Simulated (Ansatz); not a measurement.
**Fields on a plane of TiAl (CuAu type, space group P4/mmm)**

```
TiAl
1.0
    2.79729     0.00000     0.00000
    0.00000     2.79729     0.00000
    0.00000     0.00000     4.03230
Al Ti
1 1
Direct
  0.50000   0.50000   0.50000
  0.00000   0.00000   0.00000
```

The slice is a (001) plane (indices of the conventional cell) through the point (0.000, 0.000, 0.000) (fractional), spanned by u = [100] and v = [010] in vectors of this cell: u (2.80 Å) and v (2.80 Å, at 90° to u). It covers one period; positions are fractions (u, v).

Atoms on it: Ti at (0.00, 0.00).

All values below come from PBEsol (plane waves to 420 eV, PAW, scalar-relativistic; Ansatz, an electronic-structure program). k mesh 17×17×12. Inside the PAW spheres the values are not all-electron values, and peaks at nuclei hang on which shells count as valence. TiAl is run without spin polarisation. TiAl was relaxed with its symmetry unable to fall.

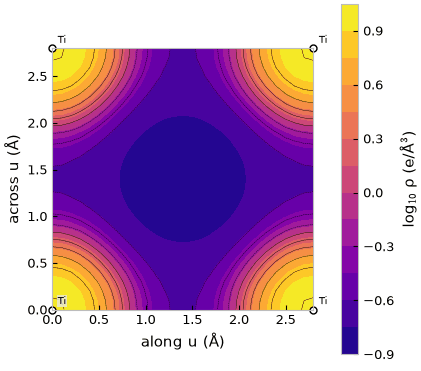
Figure. Log₁₀ of the valence density in e/Å³, one period of the plane, atoms marked. The scale is logarithmic, as a density can span decades between atoms and voids.

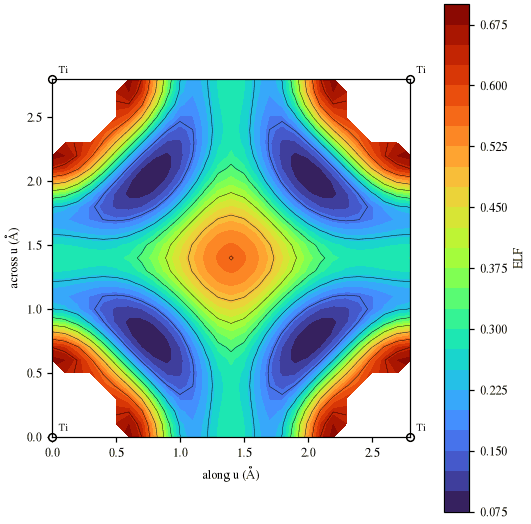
Figure. Electron localisation function (ELF), one period of the plane, atoms marked. Points within 0.5 Å of a nucleus are left white, as the pseudised field means little there.

The density on the Ti–Ti line (2.80 Å) at its midpoint is 0.24 e/Å³ and the ELF at that point comes out as 0.30.
